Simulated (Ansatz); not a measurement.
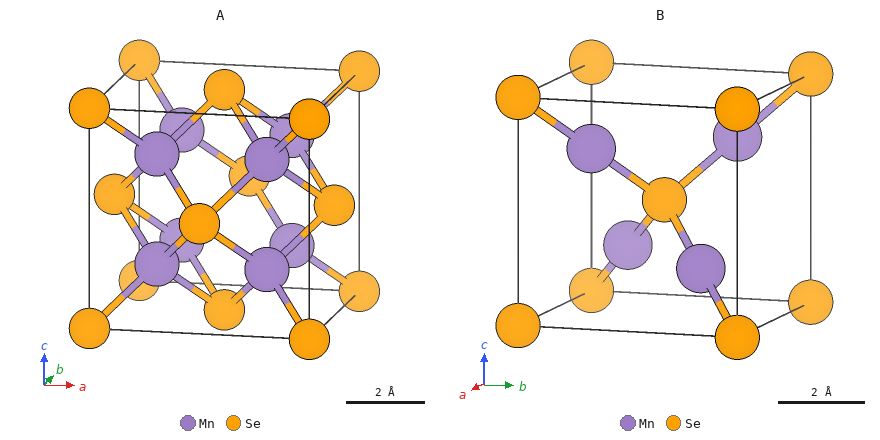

Two structures of Mn2Se, each relaxed to rest (conventional cells in solid outline, small ones repeated, not to one scale). Method: DFT PBE, scalar-relativistic, plane waves, PAW in Ansatz, with collinear spins.

### Give the type and space group of each.

A: antifluorite, Fm-3m. B: cuprite (Cu₂O) type, Pn-3m.

### Which is the more stable form at this level of theory?

A is lower, by 350 meV/atom at this level of theory (energies at zero smearing). Volumes: A 16.3, B 26.8 Å³/atom.

One or both may be structure types tried for this composition rather than known phases.
